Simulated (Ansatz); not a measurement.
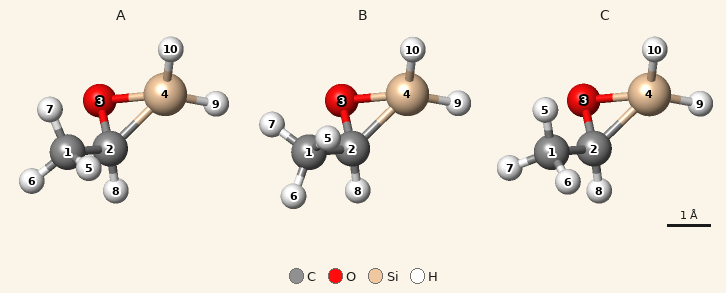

3 geometries from a converged minimum-energy path of C₂H₆OSi, shuffled. A ball-and-stick model, seen from a free direction.

Level of theory: Ansatz 0.2.0, RKS r2SCAN-D4/STO-3G. Run with 5 movable images; climbing image; force threshold 0.05 eV/Å; iteration limit 60; starting path by image-dependent pair potential.

**One of them is the converged climbing image. Which?**

B. In order along the path, whose images run from 0 to 6: C (image 0, 0.00 kcal/mol), B (image 3, +1.87 kcal/mol), A (image 5, +0.47 kcal/mol). The motion is a rotation about the C1–C2 bond by about 120°. No bond forms or breaks between the ends.

Limits of the set-up: STO-3G is a minimal basis, so the numbers are rough.
